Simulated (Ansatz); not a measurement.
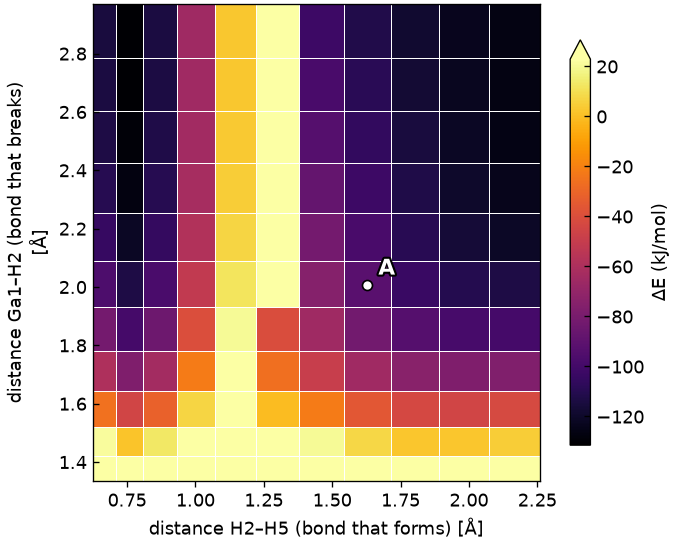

The reacting system GaH6N (fragments GaH₆N where the first distance is long, GaH₄N + H₂ where the second is long). The first coordinate is: distance H2–H5 (bond that forms); the second: distance Ga1–H2 (bond that breaks). Relaxed at each point: all other coordinates. Grid: 11 × 11 points. Points are written as (first, second). Energies are in kJ/mol, from a guessed transition structure relaxed with its forming and breaking bonds held. Energies and slopes of some neighbouring points disagree (a jump in structure or state, or too coarse a mesh). The reference is spin-restricted, so regions where a bond is pulled apart into radicals lie too high. Computed with Ansatz, RKS BHLYP-D4/def2-SVP.

In the figure: one coloured cell a grid point, one colour for all values above the top of the scale, the point A.

Which way does the force act at A, and how strong is it?

Answer. A, at (1.626 Å, 2.008 Å), is not a stationary point. The computed force is 83 kJ/mol for each Å towards larger values of the first coordinate and 47 kJ/mol for each Å towards larger values of the second coordinate.
